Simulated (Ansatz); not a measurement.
Correcting a cheap level on molecular compounds of Si

The atomisation enthalpy at 298 K in kJ/mol of 6 molecular compounds of Si: x at r2SCAN0-D4/def2-TZVPP, y from tabulated heats of molecules and atoms (CRC Handbook of Chemistry and Physics, NIST-JANAF tables). Shapes, held fixed at every level: PBE0-D4/def2-TZVP. Computed values hold a harmonic thermal term (PBE0-D4/def2-TZVP) and the atoms' spin-orbit lowering. Programs: Ansatz 0.2.0.

```
                     molecule  x (kJ/mol)  y (kJ/mol)
   SiI4 (SMILES I[Si](I)(I)I)         976         987
        SiHI3 (triiodosilane)        1058           ?
     SiBr4 (tetrabromosilane)        1308        1313
SiCl4 (silicon tetrachloride)        1587        1598
        SiH3(SiH3) (disilane)        2133        2128
 SiF4 (silicon tetrafluoride)        2285        2382
```

**Question.** Fit y = c + s·x to the known rows and predict y for SiHI3.

**Answer.** 
1. Means of the 5 rows: x = 1657.80, y = 1681.6.
2. Σ(Δx)² = 1211419, Σ(Δx·Δy) = 1259854, so the slope is 1259854/1211419 = 1.04.
3. Intercept: 1681.6 − (1.04) × 1657.80 = -42.5. The largest residual of the fit is 48.
4. SiHI3: -42.5 + 1.04 × 1058 = 1058 kJ/mol.

The tabulated heats give 1063 kJ/mol, so the prediction is off by -5 kJ/mol, within the largest residual. Uncorrected, r2SCAN0-D4/def2-TZVPP misses it by -5 kJ/mol, and the other rows by 26 on average. With references in doubt, neither the misses nor the line can be laid on the level alone. Left out in turn, the other rows are missed by 47 kJ/mol on average, worse than no correction. The heats of SiI4, SiBr4 come from older tables and can be uncertain by 10 kJ/mol or more. The molecules' own spin-orbit binding is left out, so errors for heavy halides read too negative. The tabulated values of SiHI3, SiH3(SiH3) are in doubt (older tables, estimates, or at odds with other calculations) and kept here. For atoms past krypton def2 sets carry core potentials with scalar relativity. Relativity is left out for Br.

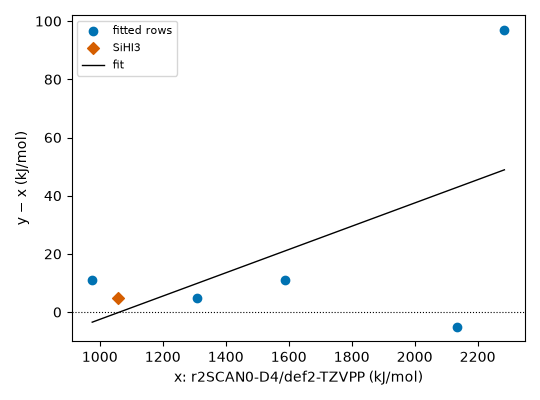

The correction y − x against x, with the fitted line and the withheld molecule.
